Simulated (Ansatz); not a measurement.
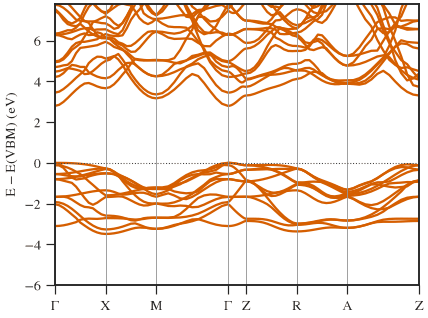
Figure. Band structure from the program Ansatz at the r²SCAN level (PAW)

Q: Read off the gap and where the band edges lie.

A: About 2.8 eV (2.80 eV by a search for the band edges); maximum at Γ, minimum at Γ.

Q: Pick the material that matches.
A) MgS, P4_2/mmc (Mg on 2c, S on 2e)
B) TeO2, P4_12_12 (Te on 4a, O on 8b)
C) AlGaAs2, P-4m2 (Ga on 1a, As on 2g, Al on 1c)
D) Mg4Te3Se, P-4m2 (Pearson symbol tP8)

A: D, Mg4Te3Se, P-4m2 (Pearson symbol tP8)

The workflow started from a Materials Project entry (that database holds measured and hypothetical structures alike); the Crystallography Open Database copy checked does not list it. Its standing as an ambient phase is unchecked. The cell was relaxed with r²SCAN under the symmetry of its start; its stability against distortions is not shown here. Scalar-relativistic: spin–orbit coupling is off unless named, which matters more the heavier the elements.

Potentials: the later of the program's two PAW sets.
